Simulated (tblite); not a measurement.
## Saddle-point search, with input and output: C5H7O2S (charge +1)

System: C5H7O2S, charge +1.
Method: GFN2-xTB saddle search (eigenvector following) and harmonic vibrations, gas phase (tblite 0.8.0).

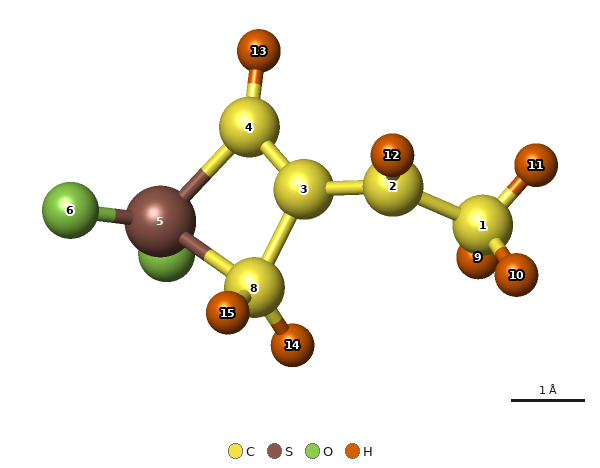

Figure 1. The input geometry (ball-and-stick view, seen at a tilt; atoms are numbered from 1 in the order of the input). Bond lengths as drawn: C–C 1.33 to 1.51 Å, C–H 1.08 to 1.10 Å, C–S 1.83 to 1.91 Å and O–S 1.42 Å.

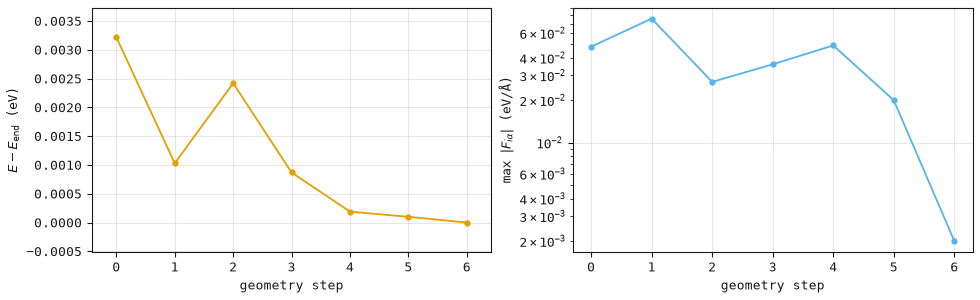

Figure 2. Progress of the saddle-point search, step by step (steps are counted from 0).

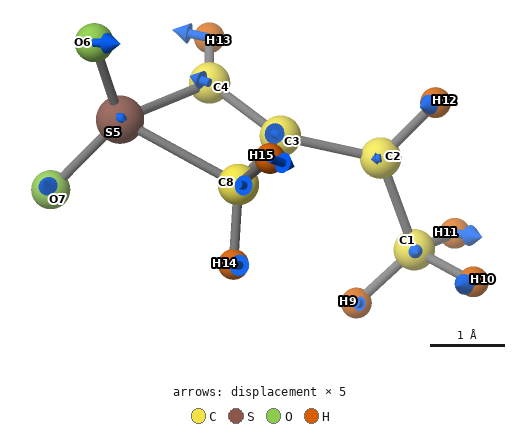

Figure 3. The starting structure with the displacements as blue arrows, magnified 5 times (ball-and-stick view, seen at a tilt). The two geometries are laid on each other by the best rigid fit. The largest moves after the best rigid fit, 0.11 Å, are those of H10, H11 and H13. Largest moves by element: H 0.11 Å, C 0.09 Å, O 0.09 Å, S 0.03 Å. Distances before and after: S5–C8 1.907 → 1.919 Å, C4–S5 1.834 → 1.827 Å. Among the angles that change: C2–C3–C8 115.3° → 109.4°, C2–C3–C4 136.7° → 142.1°. Over 6 geometry steps the energy falls by 0.003 eV. The largest force component goes from 0.048 to 0.002 eV/Å. (Atoms are counted from 1 in the order of the input.)

The input that produced these results follows, with the program's output.

**Input**
```
{"job": {"xc": "GFN2-xTB", "basis": "xTB", "kind": "saddle"}, "charge": 1, "multiplicity": 1}
C      2.258291     0.354503     0.000467
C      1.208943    -0.443890     0.554714
C     -0.174492    -0.162428     0.395964
C     -1.151775     0.336323     1.145696
S     -2.363103     0.207387    -0.225410
O     -3.335741    -0.801371    -0.026985
O     -2.672694     1.454983    -0.820767
C     -0.747173    -0.481009    -0.966866
H      1.918287     1.222056    -0.559781
H      2.966380    -0.249617    -0.584180
H      2.903389     0.672860     0.837644
H      1.486074    -1.347438     1.097046
H     -1.160017     0.682882     2.163489
H     -0.363810     0.096698    -1.804989
H     -0.772560    -1.541941    -1.206042
```

The first line tells a small driver script what to run in tblite; the rest is the geometry in Å.

Run as:
```bash
OMP_NUM_THREADS=1 python <driver script> task.json out
```

**Log**
```
step      E/eV     max force
  0    -681.71219   0.0571
  1    -681.71438   0.1049
  2    -681.71299   0.0309
  3    -681.71454   0.0475
  4    -681.71522   0.0702
  5    -681.71531   0.0244
  6    -681.71541   0.0028
lowest wavenumbers (cm-1): -203.5 78.3 102.1 193.5 214.4 230.2
```

**Trajectory as extended XYZ (Å, eV, eV/Å), 7 frames, from step=0 to step=6**
```
15
Properties=species:S:1:pos:R:3:forces:R:3 step=0 energy=-681.71219
C     2.2583    0.3545    0.0005    0.0150  -0.0270  -0.0480
C     1.2089   -0.4439    0.5547    0.0040  -0.0130  -0.0080
C    -0.1745   -0.1624    0.3960    0.0060   0.0400  -0.0110
C    -1.1518    0.3363    1.1457   -0.0340  -0.0430  -0.0010
S    -2.3631    0.2074   -0.2254    0.0150  -0.0210   0.0060
O    -3.3357   -0.8014   -0.0270    0.0050   0.0100  -0.0100
O    -2.6727    1.4550   -0.8208   -0.0120  -0.0080   0.0150
C    -0.7472   -0.4810   -0.9669    0.0100   0.0340  -0.0010
H     1.9183    1.2221   -0.5598    0.0000   0.0150   0.0020
H     2.9664   -0.2496   -0.5842    0.0040  -0.0140   0.0120
H     2.9034    0.6729    0.8376   -0.0020  -0.0040  -0.0130
H     1.4861   -1.3474    1.0970   -0.0080   0.0200   0.0470
H    -1.1600    0.6829    2.1635   -0.0020   0.0000  -0.0170
H    -0.3638    0.0967   -1.8050    0.0030   0.0070   0.0280
H    -0.7726   -1.5419   -1.2060   -0.0050   0.0030   0.0000
15
Properties=species:S:1:pos:R:3:forces:R:3 step=1 energy=-681.71438
C     2.2617    0.3313   -0.0283    0.0080   0.0160   0.0110
C     1.1947   -0.4324    0.5470   -0.0580  -0.0270  -0.0040
C    -0.1826   -0.1004    0.4486    0.0120  -0.0260  -0.0070
C    -1.1922    0.3693    1.1696    0.0570  -0.0180   0.0080
S    -2.3683    0.1886   -0.2170   -0.0520  -0.0350  -0.0470
O    -3.3032   -0.8628   -0.0555    0.0760   0.0720   0.0060
O    -2.7079    1.4171   -0.8362    0.0140  -0.0410   0.0270
C    -0.7061   -0.4517   -0.9309    0.0200  -0.0020   0.0380
H     1.9426    1.2257   -0.5602    0.0170  -0.0260   0.0100
H     2.9379   -0.2890   -0.6320   -0.0270   0.0140   0.0040
H     2.9260    0.6193    0.8061   -0.0110  -0.0040  -0.0180
H     1.4514   -1.3755    1.0349   -0.0410   0.0680  -0.0210
H    -1.2345    0.7320    2.1807   -0.0060  -0.0090  -0.0180
H    -0.3187    0.1412   -1.7559   -0.0040   0.0000   0.0080
H    -0.7008   -1.5128   -1.1707   -0.0040   0.0170   0.0030
15
Properties=species:S:1:pos:R:3:forces:R:3 step=2 energy=-681.71299
C     2.2598    0.3472   -0.0102    0.0060  -0.0160  -0.0220
C     1.2036   -0.4421    0.5457    0.0090  -0.0020   0.0010
C    -0.1771   -0.1405    0.4133    0.0050   0.0220  -0.0010
C    -1.1642    0.3477    1.1541   -0.0270  -0.0150   0.0000
S    -2.3641    0.2017   -0.2210    0.0180  -0.0010   0.0110
O    -3.3249   -0.8196   -0.0349   -0.0120  -0.0140  -0.0060
O    -2.6819    1.4432   -0.8240   -0.0100   0.0040   0.0010
C    -0.7334   -0.4732   -0.9536    0.0030   0.0170  -0.0070
H     1.9283    1.2227   -0.5631   -0.0030   0.0110  -0.0020
H     2.9660   -0.2592   -0.5925    0.0040  -0.0140  -0.0010
H     2.8996    0.6612    0.8329    0.0060  -0.0030  -0.0040
H     1.4714   -1.3628    1.0632    0.0010   0.0040   0.0270
H    -1.1832    0.7014    2.1687   -0.0020   0.0000  -0.0030
H    -0.3477    0.1070   -1.7883    0.0030   0.0070   0.0110
H    -0.7521   -1.5346   -1.1902    0.0010   0.0000  -0.0020
15
Properties=species:S:1:pos:R:3:forces:R:3 step=3 energy=-681.71454
C     2.2614    0.3345   -0.0256    0.0000   0.0070   0.0030
C     1.1951   -0.4356    0.5419   -0.0280  -0.0130  -0.0010
C    -0.1817   -0.1062    0.4433    0.0060  -0.0120  -0.0030
C    -1.1864    0.3666    1.1678    0.0230  -0.0070   0.0040
S    -2.3666    0.1917   -0.2166   -0.0250  -0.0160  -0.0210
O    -3.3058   -0.8539   -0.0506    0.0360   0.0310   0.0020
O    -2.7013    1.4221   -0.8336    0.0050  -0.0200   0.0110
C    -0.7097   -0.4570   -0.9333    0.0110   0.0010   0.0180
H     1.9412    1.2246   -0.5630    0.0080  -0.0100   0.0050
H     2.9480   -0.2817   -0.6204   -0.0130   0.0040  -0.0020
H     2.9131    0.6318    0.8148    0.0020  -0.0040  -0.0060
H     1.4511   -1.3782    1.0281   -0.0190   0.0320  -0.0080
H    -1.2249    0.7280    2.1791   -0.0050  -0.0030  -0.0070
H    -0.3218    0.1318   -1.7608   -0.0010   0.0020   0.0040
H    -0.7116   -1.5184   -1.1708    0.0000   0.0080   0.0020
15
Properties=species:S:1:pos:R:3:forces:R:3 step=4 energy=-681.71522
C     2.2601    0.3320   -0.0266    0.0420   0.0050  -0.0140
C     1.1887   -0.4280    0.5466    0.0210   0.0120  -0.0040
C    -0.1846   -0.0923    0.4553   -0.0200   0.0140   0.0060
C    -1.1961    0.3773    1.1710   -0.0050  -0.0010  -0.0080
S    -2.3661    0.1845   -0.2197   -0.0050   0.0120   0.0060
O    -3.2912   -0.8726   -0.0529    0.0060   0.0030  -0.0040
O    -2.7123    1.4062   -0.8468    0.0060  -0.0170   0.0050
C    -0.6967   -0.4505   -0.9251    0.0020  -0.0010   0.0000
H     1.9464    1.2406   -0.5379    0.0200  -0.0330   0.0200
H     2.9099   -0.2898   -0.6602   -0.0350   0.0440   0.0420
H     2.9477    0.5906    0.7993   -0.0380  -0.0200  -0.0490
H     1.4370   -1.3728    1.0288    0.0070  -0.0180   0.0050
H    -1.2459    0.7418    2.1805    0.0020  -0.0010  -0.0070
H    -0.3087    0.1443   -1.7483   -0.0010  -0.0020   0.0000
H    -0.6883   -1.5113   -1.1640   -0.0010   0.0030   0.0010
15
Properties=species:S:1:pos:R:3:forces:R:3 step=5 energy=-681.71531
C     2.2602    0.3262   -0.0327   -0.0200  -0.0070   0.0120
C     1.1876   -0.4263    0.5489    0.0040   0.0130  -0.0100
C    -0.1851   -0.0875    0.4595   -0.0100   0.0080   0.0010
C    -1.2001    0.3767    1.1742    0.0100  -0.0040  -0.0060
S    -2.3663    0.1829   -0.2188   -0.0110  -0.0170   0.0030
O    -3.2862   -0.8798   -0.0565    0.0140   0.0170  -0.0030
O    -2.7170    1.4039   -0.8442    0.0010  -0.0020   0.0010
C    -0.6928   -0.4426   -0.9234   -0.0030  -0.0020  -0.0020
H     1.9499    1.2287   -0.5528   -0.0070   0.0170  -0.0080
H     2.9122   -0.2993   -0.6550    0.0050  -0.0140  -0.0110
H     2.9423    0.5935    0.7915    0.0130   0.0030   0.0170
H     1.4345   -1.3696    1.0351    0.0050  -0.0130   0.0070
H    -1.2532    0.7388    2.1843    0.0010   0.0000  -0.0020
H    -0.3059    0.1569   -1.7438   -0.0020  -0.0030   0.0020
H    -0.6800   -1.5025   -1.1663   -0.0010   0.0030   0.0010
15
Properties=species:S:1:pos:R:3:forces:R:3 step=6 energy=-681.71541
C     2.2602    0.3295   -0.0289    0.0020   0.0000   0.0010
C     1.1888   -0.4252    0.5508    0.0000   0.0000   0.0000
C    -0.1848   -0.0898    0.4562    0.0000   0.0000   0.0000
C    -1.1985    0.3760    1.1716    0.0000   0.0000   0.0000
S    -2.3664    0.1828   -0.2202    0.0000   0.0000   0.0000
O    -3.2884   -0.8773   -0.0558    0.0000   0.0000   0.0000
O    -2.7157    1.4042   -0.8457    0.0000   0.0000   0.0000
C    -0.6956   -0.4457   -0.9253    0.0000   0.0000   0.0000
H     1.9494    1.2369   -0.5413    0.0010  -0.0010   0.0000
H     2.9049   -0.2946   -0.6619   -0.0010   0.0010   0.0010
H     2.9514    0.5853    0.7921   -0.0020   0.0000  -0.0020
H     1.4374   -1.3668    1.0405    0.0000   0.0000   0.0000
H    -1.2497    0.7391    2.1814    0.0000   0.0000   0.0000
H    -0.3087    0.1515   -1.7473    0.0000   0.0000   0.0000
H    -0.6842   -1.5059   -1.1662    0.0000   0.0000   0.0000
```

**Summary**

| quantity | value |
| --- | --- |
| outcome | converged |
| total energy | −681.7154 eV |
| point group | C1 |
| hardware | 1 CPU thread, shared host |
| wall time | 4.5 s |
| peak memory | 0.2 GiB |
